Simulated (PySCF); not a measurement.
System: CH2AgB.

The calculation's input:

```
# [BH]1[CH+][Ag-]1
import pyscf.grad
from pyscf import gto, dft

mol = gto.M(
    atom=[
    ('C', (-0.209257, 2.009900, -1.525063)),
    ('Ag', (-0.261160, 1.055201, -3.439072)),
    ('B', (-0.306007, 0.719666, -1.114309)),
    ('H', (-0.130210, 3.087011, -1.596469)),
    ('H', (-0.389866, -0.387647, -0.688181)),
],
    basis='def2-tzvpd',
    max_memory=3720,
    verbose=3,
    ecp={'Ag': 'def2-svp'},
    spin=0,
)

ks = dft.RKS(mol)
ks.xc = 'pbe0'
ks = ks.density_fit(auxbasis='def2-universal-jkfit')
ks.conv_tol = 1e-09
ks.max_cycle = 100
ks.grids.level = 3
ks.kernel()
if not ks.converged:
    ks = ks.newton().run(ks.mo_coeff, ks.mo_occ)

e_tot = ks.e_tot
print('E(%s) = %.9f' % ('PBE0', e_tot))
grad = ks.Gradients().kernel()
dip = ks.dip_moment()
pop, q = ks.mulliken_pop()
```

Launched as:

```sh
OMP_NUM_THREADS=2 python job.py
```

Geometry: PBE0-D3(BJ)/def2-SVP; core potentials replace the inner electrons of Ag.

Computed with PySCF 2.14.0, Gaussian-basis quantum chemistry of an isolated molecule with PySCF, energy and nuclear gradient, functional PBE0.

**Predict the electron density and electron localisation function between the atoms.**

C–B (1.36 Å): the density is about 1.9 e/Å³ at the midpoint; the ELF peaks at about 0.90 between the atoms (localised, covalent bonding).
C–Ag (2.14 Å): ρ at the midpoint is about 0.64 e/Å³; the ELF peaks at about 0.70 in the valence shell of C, 0.7 Å from its nucleus, and is about 0.25 at the midpoint.
Ag–B (2.35 Å): the density is about 0.44 e/Å³ at the midpoint; the ELF peaks at about 0.60 in the valence shell of B, 0.8 Å from its nucleus, and is about 0.25 at the midpoint.
C–H (1.08 Å): ρ at the midpoint is about 2 e/Å³; the ELF climbs to about 1 towards the hydrogen, as it does in any bond to H; an ordinary covalent bond to hydrogen.

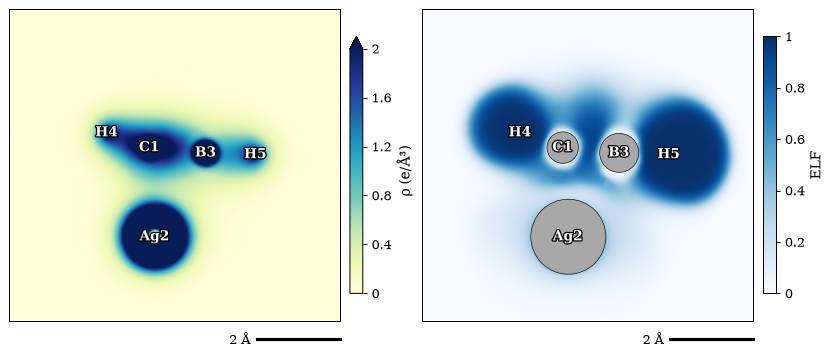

Computed electron density and electron localisation function on the molecular plane, in this order. Grey discs cover the atomic cores in the ELF map. 
